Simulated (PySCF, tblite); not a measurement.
# C₇H₁₄BNSi: geometry, infrared bands and NMR shifts

Aim: predict the infrared bands and NMR shifts of C₇H₁₄BNSi (`B[C@@H](C#C)[SiH2]N1CCCC1`).

Computed with tblite 0.8.0 and PySCF 2.14.0, with density-fitted response routines of our own, on a single molecule in the gas phase. Atoms are numbered from 0 throughout.

## (1) The starting structure

24 atoms, charge 0, multiplicity 1; geometry from: force field or distance geometry start.

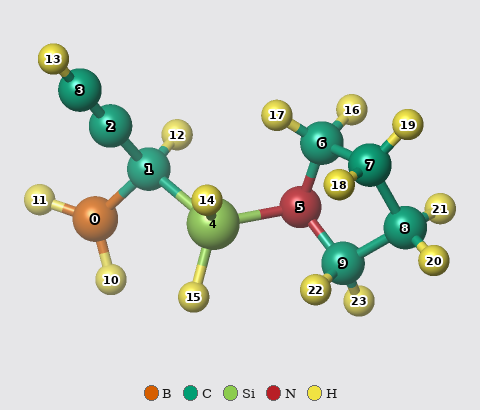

The starting geometry (boron orange, carbon teal, silicon green, nitrogen red, hydrogen yellow), atoms numbered.

## (2) Geometry optimisation with GFN2-xTB

The job: settings as JSON, then the geometry in Å.

```
{"job": {"kind": "relax", "xc": "GFN2-xTB", "basis": "xTB"}, "charge": 0, "multiplicity": 1}
B      3.436300    -1.010700     0.021900
C      2.298200     0.129800    -0.018900
C      2.679200     1.167900    -0.961600
C      2.961300     2.041500    -1.765700
Si     0.670700    -0.619700    -0.572600
N     -0.613100    -0.426000     0.629700
C     -1.111700     0.935900     0.509600
C     -2.447100     0.827800    -0.178800
C     -2.931100    -0.501100     0.423400
C     -1.682500    -1.331200     0.291800
H      3.057100    -2.147200    -0.060400
H      4.584000    -0.749000    -0.051000
H      2.192400     0.572400     1.031400
H      3.205500     2.795900    -2.459700
H      0.252400     0.181900    -1.765800
H      0.851800    -1.989400    -1.040000
H     -1.262600     1.370800     1.536000
H     -0.424500     1.543600    -0.074600
H     -2.300600     0.678000    -1.250200
H     -3.132600     1.659500     0.060800
H     -3.798700    -0.915100    -0.134700
H     -3.170600    -0.353300     1.495400
H     -1.599100    -1.610400    -0.768800
H     -1.726400    -2.232000     0.943800
```

Run with:

```bash
$ OMP_NUM_THREADS=1 python probes_run.py task.json out
```

This one command runs all jobs of the session in turn.

The program printed:

```text
step      E/eV     max force
  0    -759.86822    2.199
  1    -759.94087    5.671
  2    -760.06888    1.635
  3    -760.13493    0.844
  4    -760.18362    0.527
  5    -760.23919    0.705
  6    -760.27408    0.595
  7    -760.31631    0.392
  8    -760.35529    0.413
  9    -760.39434    0.499
 10    -760.42659    0.376
 11    -760.45694    0.329
 12    -760.48758    0.394
 13    -760.51869    0.404
 14    -760.54551    0.318
 15    -760.56464    0.261
 16    -760.57810    0.252
 17    -760.59081    0.273
 18    -760.60422    0.308
 19    -760.61606    0.253
 20    -760.62512    0.186
 21    -760.63293    0.189
 22    -760.64134    0.194
 23    -760.65007    0.202
 24    -760.65790    0.187
 25    -760.66473    0.184
 26    -760.67182    0.213
 27    -760.68042    0.194
 28    -760.69207    0.264
 29    -760.70708    0.287
 30    -760.72461    0.325
 31    -760.74019    0.335
 32    -760.75359    0.248
 33    -760.76317    0.260
 34    -760.77506    0.201
 35    -760.78504    0.192
 36    -760.79323    0.214
 37    -760.79933    0.212
 38    -760.80663    0.195
 39    -760.81239    0.232
 40    -760.81761    0.148
 41    -760.82092    0.141
 42    -760.82357    0.096
 43    -760.82570    0.098
 44    -760.82822    0.116
 45    -760.83168    0.130
 46    -760.83631    0.142
 47    -760.84043    0.131
 48    -760.84378    0.138
 49    -760.84660    0.145
 50    -760.84994    0.128
 51    -760.85410    0.116
 52    -760.85699    0.115
 53    -760.86029    0.111
 54    -760.86358    0.112
 55    -760.86657    0.087
 56    -760.86825    0.070
 57    -760.86914    0.066
 58    -760.86993    0.064
 59    -760.87082    0.064
 60    -760.87180    0.055
 61    -760.87263    0.060
 62    -760.87345    0.062
 63    -760.87454    0.066
 64    -760.87551    0.059
 65    -760.87625    0.061
 66    -760.87690    0.070
 67    -760.87780    0.079
 68    -760.87899    0.090
 69    -760.88011    0.065
 70    -760.88088    0.065
 71    -760.88142    0.048
 72    -760.88194    0.054
 73    -760.88250    0.056
 74    -760.88294    0.037
 75    -760.88325    0.037
 76    -760.88356    0.042
 77    -760.88399    0.059
 78    -760.88453    0.060
 79    -760.88511    0.053
 80    -760.88571    0.049
 81    -760.88637    0.062
 82    -760.88712    0.073
 83    -760.88776    0.052
 84    -760.88824    0.046
 85    -760.88866    0.049
 86    -760.88923    0.077
 87    -760.88998    0.089
 88    -760.89077    0.065
 89    -760.89146    0.071
 90    -760.89209    0.060
 91    -760.89271    0.058
 92    -760.89336    0.050
 93    -760.89397    0.076
 94    -760.89469    0.086
 95    -760.89561    0.075
 96    -760.89659    0.081
 97    -760.89739    0.055
 98    -760.89802    0.055
 99    -760.89869    0.067
100    -760.89972    0.095
101    -760.90118    0.106
102    -760.90278    0.070
103    -760.90401    0.077
104    -760.90514    0.093
105    -760.90634    0.267
106    -760.90833    0.108
107    -760.91099    0.093
108    -760.91327    0.085
109    -760.91464    0.094
110    -760.91663    0.111
111    -760.91873    0.087
112    -760.92054    0.095
113    -760.92248    0.111
114    -760.92460    0.106
115    -760.92755    0.141
116    -760.93006    0.132
117    -760.93242    0.109
118    -760.93418    0.111
119    -760.93645    0.108
120    -760.93900    0.125
121    -760.94217    0.155
122    -760.94503    0.108
123    -760.94739    0.094
124    -760.94909    0.091
125    -760.95043    0.087
126    -760.95188    0.183
127    -760.95374    0.094
128    -760.95707    0.097
129    -760.95860    0.090
130    -760.96008    0.079
131    -760.96095    0.066
132    -760.96134    0.087
133    -760.96154    0.054
134    -760.96165    0.024
135    -760.96175    0.030
136    -760.96183    0.039
137    -760.96191    0.038
138    -760.96198    0.018
139    -760.96205    0.016
140    -760.96209    0.022
141    -760.96212    0.021
142    -760.96215    0.014
143    -760.96218    0.011
144    -760.96221    0.015
145    -760.96225    0.022
146    -760.96228    0.019
147    -760.96231    0.010
```

Run time: 2.9 s. Hardware: 1 thread of Arm Neoverse N1, shared host; peak memory 0.18 GiB.

The steps of the relaxation: (not every step is listed)

```csv
step,energy from step 0 (eV),largest force (eV/Å)
0,0.0000,2.1995
1,-0.0727,5.6706
2,-0.2007,1.6352
3,-0.2667,0.8439
4,-0.3154,0.5268
5,-0.3710,0.7053
6,-0.4059,0.5949
7,-0.4481,0.3921
8,-0.4871,0.4129
21,-0.7647,0.1886
34,-0.9068,0.2007
47,-0.9722,0.1311
60,-1.0036,0.0552
73,-1.0143,0.0557
86,-1.0210,0.0771
99,-1.0305,0.0674
112,-1.0523,0.0949
125,-1.0822,0.0866
138,-1.0938,0.0181
142,-1.0939,0.0136
143,-1.0940,0.0107
144,-1.0940,0.0151
145,-1.0940,0.0216
146,-1.0941,0.0187
147,-1.0941,0.0103
```

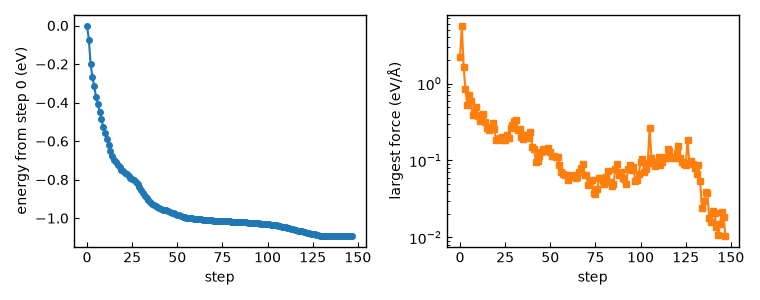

Energy and force, step by step.

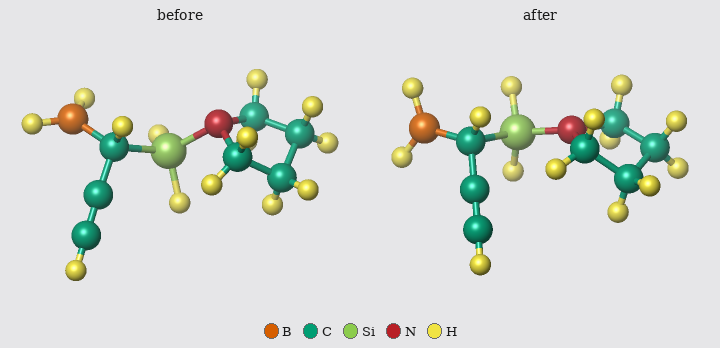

Before and after, at one scale.

Distances of close pairs at the start and the end, largest changes first:

```csv
bond,before (Å),after (Å),change (Å)
B0–C1,1.612,1.542,-0.070
Si4–N5,1.770,1.708,-0.061
C1–Si4,1.875,1.932,+0.057
C1–H12,1.145,1.092,-0.053
C8–C9,1.505,1.536,+0.031
B0–H10,1.201,1.171,-0.030
C6–H16,1.125,1.099,-0.026
C8–H20,1.112,1.088,-0.024
```

The final coordinates are the input of the step that follows.

## (3) Vibrational analysis with GFN2-xTB

The job: settings as JSON, then the geometry in Å.

```
{"job": {"kind": "ir", "xc": "GFN2-xTB", "basis": "xTB"}, "charge": 0, "multiplicity": 1}
B      3.547733    -0.822952    -0.262021
C      2.295970     0.034318     0.011586
C      2.134806     1.215897    -0.791931
C      2.002798     2.203045    -1.459614
Si     0.870962    -1.186101    -0.451226
N     -0.560071    -0.544081     0.225061
C     -0.844838     0.828211     0.603859
C     -2.157337     1.133952    -0.108698
C     -2.922812    -0.175568     0.075043
C     -1.821571    -1.246172     0.046793
H      3.948170    -1.538876     0.572967
H      4.070808    -0.795870    -1.307874
H      2.146124     0.287116     1.063368
H      1.901555     3.071315    -2.038907
H      0.837198    -1.337225    -1.918584
H      1.070895    -2.514928     0.147337
H     -0.988833     0.889061     1.691563
H     -0.036697     1.495928     0.312044
H     -1.963359     1.316936    -1.166048
H     -2.678229     1.991094     0.312585
H     -3.667698    -0.337057    -0.701248
H     -3.427524    -0.177975     1.041521
H     -1.811341    -1.787260    -0.901901
H     -1.958444    -1.983045     0.845345
```

The program printed:

```text
mode    cm-1     km/mol
  1     -29.1      0.05
  2      31.7      0.46
  3      64.8      0.26
  4     106.2      0.74
  5     138.1      2.60
  6     140.5      0.95
  7     171.3      0.24
  8     200.8      0.36
  9     255.3      2.79
 10     290.8      3.17
 11     298.8      1.19
 12     390.4      3.80
 13     430.0      1.08
 14     481.1     11.46
 15     510.3     82.88
 16     583.9      6.33
 17     594.3     22.19
 18     602.2     36.14
 19     641.4     20.02
 20     693.0     10.05
 21     736.7    162.01
 22     782.8    131.47
 23     800.3      6.94
 24     811.7    131.07
 25     831.0    253.86
 26     840.8      7.28
 27     899.0      1.75
 28     947.4     21.49
 29     961.7    171.48
 30     984.4      2.72
 31    1009.3      3.97
 32    1026.2     45.74
 33    1076.9     46.04
 34    1087.9     11.36
 35    1104.3     23.55
 36    1123.4     31.27
 37    1156.6     11.16
 38    1167.4     40.33
 39    1195.9     80.42
 40    1213.7      3.12
 41    1219.3     35.00
 42    1261.0     63.58
 43    1267.0     69.52
 44    1290.3      0.60
 45    1308.5      1.39
 46    1316.5      2.51
 47    1333.5     54.68
 48    1473.5      0.61
 49    1479.0      0.09
 50    1490.5      1.26
 51    1511.0      0.70
 52    2155.2    410.20
 53    2213.6    243.33
 54    2273.4     42.69
 55    2631.4    166.12
 56    2664.2    152.49
 57    2875.1     61.05
 58    2905.1     55.04
 59    2943.3     47.34
 60    2955.9     49.71
 61    2987.2      1.64
 62    2999.7     76.47
 63    3012.8      9.88
 64    3018.2     43.95
 65    3021.3     51.42
 66    3396.0      1.28
```

Wall time 2.3 s (1 thread of Arm Neoverse N1, shared host); peak memory 0.18 GiB.

The strongest bands and the atoms that carry them (share of the mass-weighted mode):

```csv
cm⁻¹,km/mol,atoms
737,162.0,"H15 29 %, H14 25 %, C6 15 %"
783,131.5,"Si4 17 %, C9 15 %, H15 14 %, H14 13 %"
831,253.9,"H11 30 %, H10 27 %, B0 21 %"
962,171.5,"C1 49 %, H11 13 %, H12 12 %, B0 11 %"
2155,410.2,"H14 81 %, H15 15 %"
2214,243.3,"H15 82 %, H14 16 %"
2631,166.1,"H10 65 %, H11 31 %"
2664,152.5,"H11 61 %, H10 28 %, B0 11 %"
```

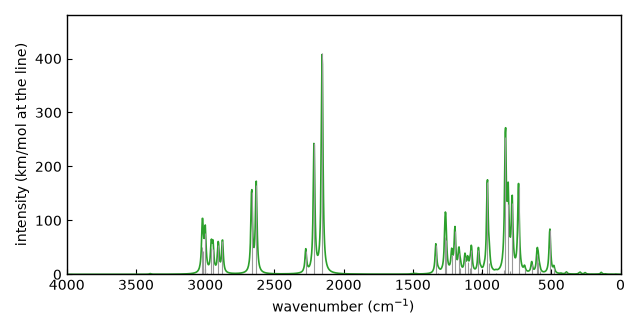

The infrared spectrum from these modes, unscaled. Lines are broadened to a width of 14 cm⁻¹ (Lorentzian).

## (4) NMR shieldings: PBE0/pcSseg-1

Settings changed since step 3:

```diff
@@ -1,2 +1,2 @@
-{"job": {"kind": "ir", "xc": "GFN2-xTB", "basis": "xTB"}, "charge": 0, "multiplicity": 1}
+{"job": {"kind": "nmr", "xc": "PBE0", "basis": "pcSseg-1"}, "charge": 0, "multiplicity": 1}
 B      3.547733    -0.822952    -0.262021
```

Method: GIAO PBE0/pcSseg-1 NMR shielding, non-relativistic, gas phase.

The program printed:

```text
coarse grid: 20056 points
cycle   1  E = -643.4456837295  dE =  1.242e+00  |g| = 5.015e-01  |ddm| = 4.517e+00
cycle   2  E = -643.4347109658  dE =  1.097e-02  |g| = 5.617e-01  |ddm| = 1.259e+00
cycle   3  E = -643.5091363143  dE = -7.443e-02  |g| = 1.059e-01  |ddm| = 7.435e-01
cycle   4  E = -643.5113019265  dE = -2.166e-03  |g| = 3.543e-02  |ddm| = 1.468e-01
cycle   5  E = -643.5115716964  dE = -2.698e-04  |g| = 1.287e-02  |ddm| = 4.759e-02
cycle   6  E = -643.5116005442  dE = -2.885e-05  |g| = 6.493e-03  |ddm| = 1.359e-02
cycle   7  E = -643.5116108211  dE = -1.028e-05  |g| = 1.200e-03  |ddm| = 5.561e-03
cycle   8  E = -643.5116111802  dE = -3.591e-07  |g| = 2.345e-04  |ddm| = 1.262e-03
final grid: 187792 points
cycle   9  E = -643.5707905070  dE = -5.958e-05  |g| = 8.814e-03  |ddm| = 5.053e-02
cycle  10  E = -643.5707809765  dE =  9.530e-06  |g| = 1.093e-02  |ddm| = 2.081e-02
cycle  11  E = -643.5708104236  dE = -2.945e-05  |g| = 1.687e-03  |ddm| = 1.175e-02
cycle  12  E = -643.5708110046  dE = -5.810e-07  |g| = 6.086e-04  |ddm| = 1.782e-03
cycle  13  E = -643.5708110877  dE = -8.311e-08  |g| = 1.870e-04  |ddm| = 5.561e-04
cycle  14  E = -643.5708110957  dE = -7.949e-09  |g| = 6.255e-05  |ddm| = 2.254e-04
cycle  15  E = -643.5708110965  dE = -8.383e-10  |g| = 1.154e-05  |ddm| = 7.159e-05
converged SCF energy = -643.5708110965

GIAO shielding tensors (ppm)
atom      isotropic    diamagn.    paramagn.     s11        s22        s33       span
  0 B       18.407     189.611    -171.204    -54.337    -18.912    128.469    182.806
  1 C      150.907     256.200    -105.293    106.728    161.367    184.626     77.897
  2 C       96.475     262.408    -165.933     -7.354      3.697    293.081    300.435
  3 C      110.313     258.898    -148.585     41.013     50.605    239.321    198.309
  4 Si     399.582     882.776    -483.194    362.842    395.032    440.872     78.029
  5 N      244.337     330.371     -86.035    167.930    271.894    293.186    125.255
  6 C      135.552     245.050    -109.498    103.511    139.629    163.515     60.004
  7 C      155.456     250.360     -94.903    134.848    159.612    171.909     37.060
  8 C      157.005     252.583     -95.577    128.495    168.616    173.905     45.410
  9 C      137.890     242.118    -104.227    102.599    136.395    174.677     72.077
 10 H       24.177      28.227      -4.049     17.239     26.697     28.596     11.357
 11 H       24.217      27.915      -3.698     16.620     27.291     28.740     12.120
 12 H       28.081      32.384      -4.303     25.226     27.233     31.782      6.556
 13 H       29.888      34.974      -5.086     24.573     25.635     39.456     14.883
 14 H       26.905      31.192      -4.287     23.549     24.739     32.427      8.879
 15 H       26.832      31.037      -4.205     22.751     25.224     32.522      9.770
 16 H       28.807      32.048      -3.241     23.370     26.758     36.293     12.922
 17 H       27.331      33.580      -6.249     20.995     26.986     34.012     13.016
 18 H       30.221      32.419      -2.198     25.481     28.689     36.492     11.011
 19 H       30.062      30.431      -0.369     25.271     27.301     37.613     12.343
 20 H       29.665      29.359       0.306     25.261     26.707     37.026     11.765
 21 H       29.874      30.310      -0.436     24.737     27.540     37.345     12.608
 22 H       28.793      30.325      -1.532     22.987     27.990     35.402     12.415
 23 H       28.452      29.207      -0.755     22.851     26.882     35.624     12.773
```

It took 2.6 min on 1 thread of Arm Neoverse N1, shared host; peak memory 1.1 GiB.

Shifts follow as δ = σ(reference) − σ, with reference shieldings (ppm) from runs at the same level and on the same kind of geometry: 1H TMS 31.72, 13C TMS 186.9, 29Si TMS 349.2, 15N NH3 267.7, 11B BF3·OEt2 100.1. The references are single molecules in the gas phase, so shifts against H2O, NH3, PH3, H3PO4 or CFCl3 are not on the usual liquid scales and can be off by tens of ppm. Atoms listed in one row are averaged.

```csv
atoms,environment,σ (ppm),δ (ppm),δ scaled to CDCl3
C2,alkyne carbon,96.5,90.5,86.4
C3,terminal alkyne carbon,110.3,76.6,72.9
"C6, C9",sp3 CH2 bonded to N,136.7,50.2,47.1
C1,propargylic sp3 CH bonded to B and Si,150.9,36.0,33.2
"C7, C8",sp3 CH2 in a ring,156.2,30.7,28.0
"H10, H11",hydrogen on a boron bonded to C,24.20,7.52,–
H15,"hydrogen on a silicon bonded to C, N",26.83,4.88,–
H14,"hydrogen on a silicon bonded to C, N",26.91,4.81,–
"H17, H23",hydrogen on an sp3 CH2 bonded to N,27.89,3.83,3.71
H12,hydrogen on a propargylic sp3 CH bonded to B and Si,28.08,3.64,3.53
"H16, H22",hydrogen on an sp3 CH2 bonded to N,28.80,2.92,2.86
"H19, H20",hydrogen on an sp3 CH2 in a ring,29.86,1.85,1.85
H13,hydrogen on a terminal alkyne carbon,29.89,1.83,1.83
"H18, H21",hydrogen on an sp3 CH2 in a ring,30.05,1.67,1.68
B0,"boron bonded to C, 2 H",18.4,81.7,–
Si4,"silicon bonded to C, N, 2 H",399.6,-50.4,–
N5,"nitrogen bonded to 2 C, Si, in a 5-membered ring",244.3,23.4,–
```

The scaled column applies a straight-line fit of computed shieldings to shifts measured in CDCl3 (root-mean-square error 0.16 ppm for H, 1.9 ppm for C).

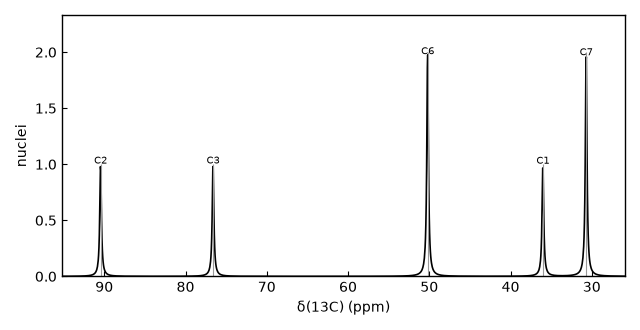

13C lines at the computed shifts, without couplings. Lines are broadened to a width of 0.24 ppm (Lorentzian).

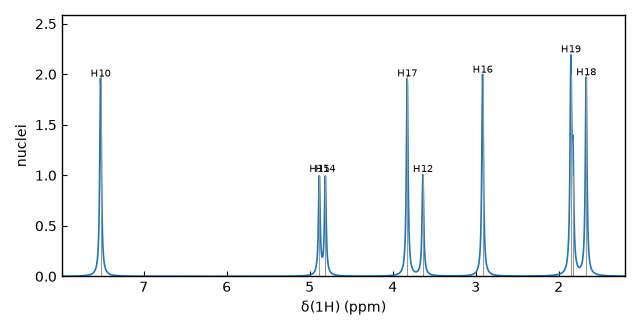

1H lines at the computed shifts, without couplings. Lines are broadened to a width of 0.02 ppm (Lorentzian).

The run also stored atomic charges by several schemes (e):

```csv
atoms,Mulliken,IAO,Hirshfeld,ESP fit
B0,0.21,0.05,0.14,0.33
C1,-0.73,-0.51,-0.15,-0.21
C2,0.29,-0.02,-0.03,0.08
C3,-0.39,-0.28,-0.12,-0.51
Si4,0.80,0.93,0.38,0.34
N5,-0.83,-0.53,-0.18,-0.36
"C6, C9",0.04,-0.15,-0.03,0.11
"C7, C8",-0.25,-0.27,-0.07,-0.08
```

Hirshfeld charges:

B0 0.14; C1 -0.15; C2 -0.03; C3 -0.12; Si4 0.38; N5 -0.18; C6 -0.03; C7 -0.07; C8 -0.07; C9 -0.02; H10 -0.06; H11 -0.05; H12 0.06; H13 0.09; H14 -0.09; H15 -0.08; H16 0.03; H17 0.03; H18 0.04; H19 0.04; H20 0.04; H21 0.04; H22 0.04; H23 0.03

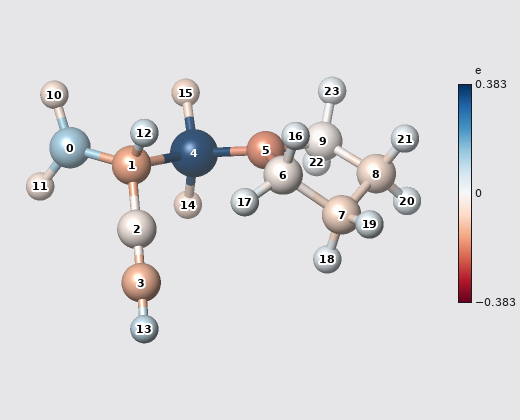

Hirshfeld charges, as colours on the atoms.

Mayer bond orders: B0–C1 1.02, C1–C2 1.01, C2–C3 2.50, C1–Si4 0.79, Si4–N5 1.00, N5–C6 0.92, C6–C7 1.02, C7–C8 1.04, C8–C9 1.02, C9–N5 0.92.

Ring of atoms N5, C6, C7, C8, C9: NICS(0) -7.2, NICS(1) -3.7, NICS(1)zz -5.3 ppm (means of both faces).

The fields below are evaluated on a grid from the run's orbitals.

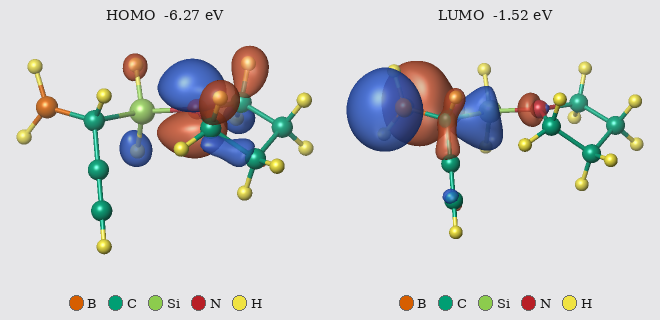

Frontier orbitals at PBE0/pcSseg-1; each surface holds 70 % of the orbital's density, blue and red mark the sign.

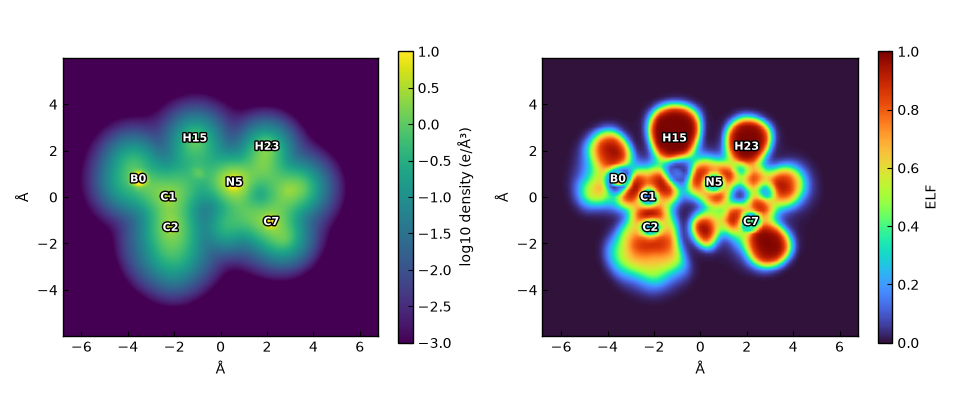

Density (left) and ELF (right) in a plane through or near 7 of the atoms.

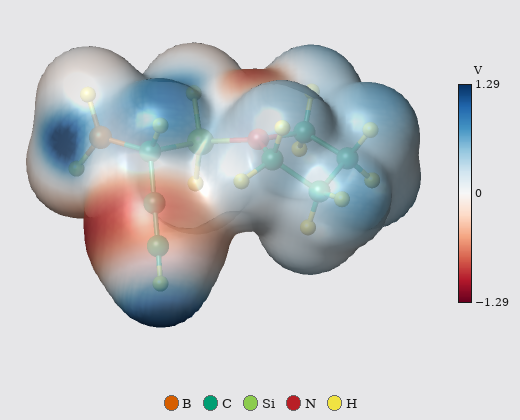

The potential that a unit positive charge feels on the 0.002 e/bohr³ surface, from -0.90 V near C3 to 1.29 V near B0.

## (5) Outcome

| quantity | value |
| --- | --- |
| strongest single infrared mode (GFN2-xTB) | 2155 cm⁻¹, 410 km/mol |
| zero-point energy (GFN2-xTB) | 119.2 kcal/mol |
| 13C shifts against TMS (PBE0/pcSseg-1, means over atoms taken as alike) | 90.5, 76.6, 50.2, 36.0, 30.7 ppm |
| 1H shifts against TMS (PBE0/pcSseg-1, means over atoms taken as alike) | 7.52, 4.88, 4.81, 3.83, 3.64, 2.92, 1.85, 1.83, 1.67 ppm |
| 11B shifts against BF3·OEt2 (PBE0/pcSseg-1) | 81.7 ppm |
| 29Si shifts against TMS (PBE0/pcSseg-1) | -50.4 ppm |
| 15N shifts against NH3 (PBE0/pcSseg-1) | 23.4 ppm |
| surface potential, least and greatest | -0.90 V and 1.29 V |

In words: The optimisation took 147 steps and gained 1.094 eV; among the close pairs (by a distance rule), B0–C1 changed most, from 1.612 to 1.542 Å. The lowest mode is imaginary (29i cm⁻¹), so the xTB geometry is not a minimum. The strongest single mode, at 2155 cm⁻¹, moves mainly H14. GFN2-xTB is a fitted tight-binding method: band positions and strengths are rough. Its intensities can rank the bands wrongly. At PBE0/pcSseg-1: Shielding is most anisotropic at C2 (span 300 ppm, paramagnetic term -166 ppm). By nearest atom (PBE0/pcSseg-1), the HOMO sits on N5 59 %; H14, H16, H23 about 6 % each and the LUMO on B0 46 %; H10, H11 about 14 % each.
